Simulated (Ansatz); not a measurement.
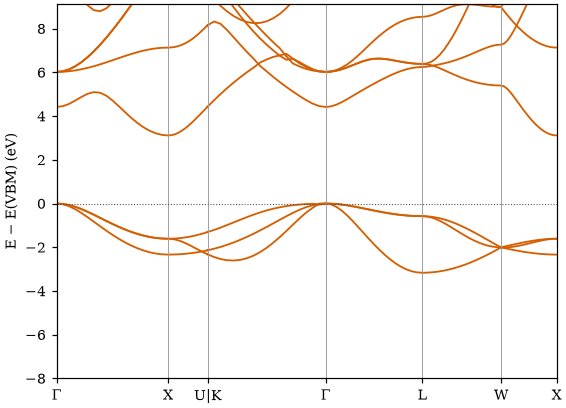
Band structure from LDA in the plane-wave PAW code Ansatz

Task: Read off the gap and where the band edges lie.

Result: About 3.1 eV (3.12 eV by a search for the band edges); maximum at Γ, minimum at X.

The material is Li$_{2}$S (anti-fluorite, Fm-3m).

Symmetry was held in the LDA relaxation.

Potentials: the later of the program's two PAW sets.
